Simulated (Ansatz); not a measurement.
BHF2: several calculations on one system

## 1. Relaxation

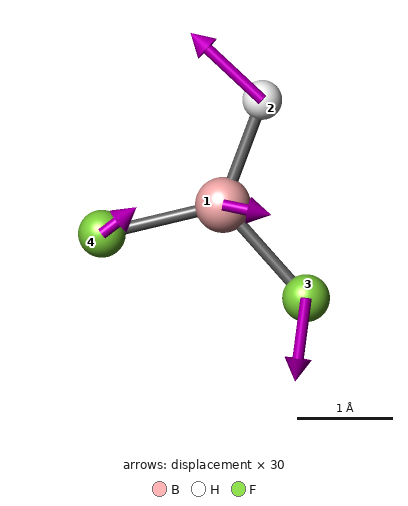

This is a relaxation of BHF₂. The starting structure is drawn; purple arrows show the displacements, magnified 30 times. The two geometries are superimposed by the best rigid fit.

The picture is a ball-and-stick view, seen face on.

The run prepares an end point of a later path (reaction) calculation, from a guessed geometry.

All numbers below come from Ansatz, RKS r2SCAN-D4/def2-SVPD. Set-up: no spin polarisation; force threshold 0.03 eV/Å; at most 50 steps.

> What did the optimiser do to the structure, and how much energy did it gain?

H2 moves most after the best rigid fit: 0.035 Å. By element the largest moves are H 0.035 Å, F 0.030 Å, B 0.017 Å. Some distances before and after: B1–H2 1.184 → 1.196 Å, B1–F3 1.316 → 1.322 Å. Among the angles between lasting bonds that change: H2–B1–F3 117.4° → 121.2°, H2–B1–F4 124.2° → 121.3°. After 3 geometry steps the energy has fallen by 0.014 eV. Largest force component: 0.37 eV/Å at the start, 0.012 eV/Å at the end.

## 2. Relaxation

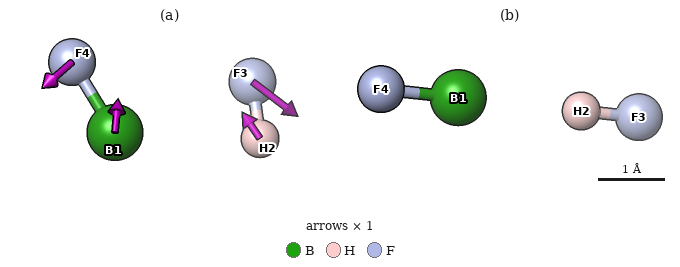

The structure of BHF$_{2}$ before (left) and after (right) a relaxation, at one scale. The purple arrows give the displacements, at their true length.

A ball-and-stick model, seen at a tilt.

The run prepares an end point of a later path (reaction) calculation, from a guessed geometry.

The calculation used RKS r2SCAN-D4/def2-SVPD (Ansatz). Set-up: no spin polarisation; force threshold 0.03 eV/Å; at most 50 steps.

What changed between the two?

After 10 accepted moves (11 points after the start) the energy has fallen by 5.18 kcal/mol. The largest force component goes from 0.29 to 0.0044 eV/Å. The line search rejected the trial step at point 1 of the run. The atom that moves furthest after the best rigid fit is F3 (0.90 Å). Largest moves by element: F 0.90 Å, B 0.58 Å, H 0.51 Å. Near-neighbour distances that change, for instance: H2–F3 0.927 → 0.945 Å, B1–F4 1.271 → 1.264 Å. Cost: 21 s on 1 thread of Arm Neoverse V2, with other jobs on the host, peak memory 0.14 GiB.

Limits of the set-up: the start holds two separate molecules, 2.4 Å apart at their closest, whose relative position is a soft coordinate.

## 3. Path

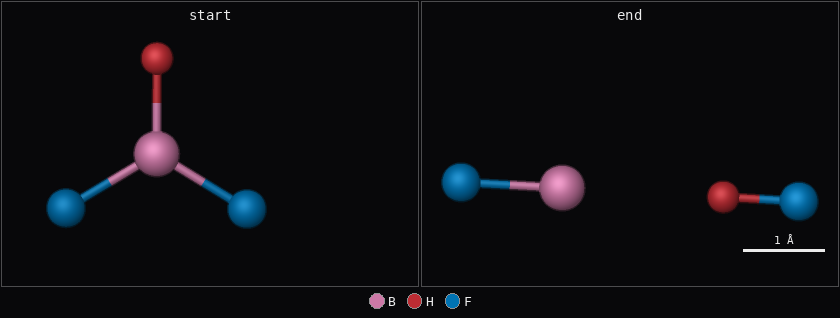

The two relaxed end points of a path for BHF$_{2}$. The picture is a ball-and-stick view, seen face on.

Method: Ansatz, RKS r2SCAN-D4/def2-SVPD.

Settings: 9 movable images; climbing image; force threshold 0.05 eV/Å; iteration limit 60.

Start:
```xyz
4

B     0.2785    0.0000    0.2058
H     0.2169    0.0000    1.3999
F     1.4427    0.0000   -0.4197
F    -0.8143    0.0000   -0.5372
```

End:
```xyz
4

B    -0.5945    0.0000   -0.1456
H     1.3062    0.0000    0.5247
F     2.1981    0.0000    0.8373
F    -1.7861    0.0000   -0.5675
```

Q: Predict the minimum-energy path and its barrier.

A: The highest point, image 4, lies 4.43 eV above the start and 0.64 eV above the end; the end is at +3.80 eV relative to the start. Breaking: B1–F3 (1.32 → 1.93 at the top → 2.96 Å), B1–H2 (1.20 → 1.35 at the top → 2.02 Å). Forming: H2–F3 (2.19 → 1.18 at the top → 0.95 Å). The band is converged. At the top, the vibrational analysis gives one imaginary mode (1134i cm⁻¹), as a transition state must have.

Energies of the converged images:

```
image  path (Å)  E (eV)
    0      0.00   0.000
    1      0.29   0.436
    2      0.59   1.879
    3      0.88   3.728
    4      1.18   4.432
    5      1.49   4.134
    6      1.80   3.971
    7      2.11   3.910
    8      2.42   3.859
    9      2.73   3.815
   10      3.04   3.796
```

The geometry at the top of the path:

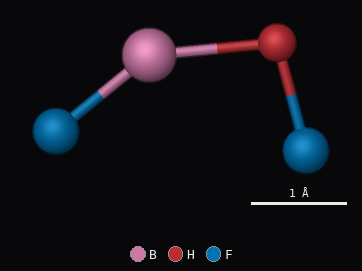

The run took 2.8 min on 1 thread of Arm Neoverse V2, on a shared host, peak memory 0.14 GiB.
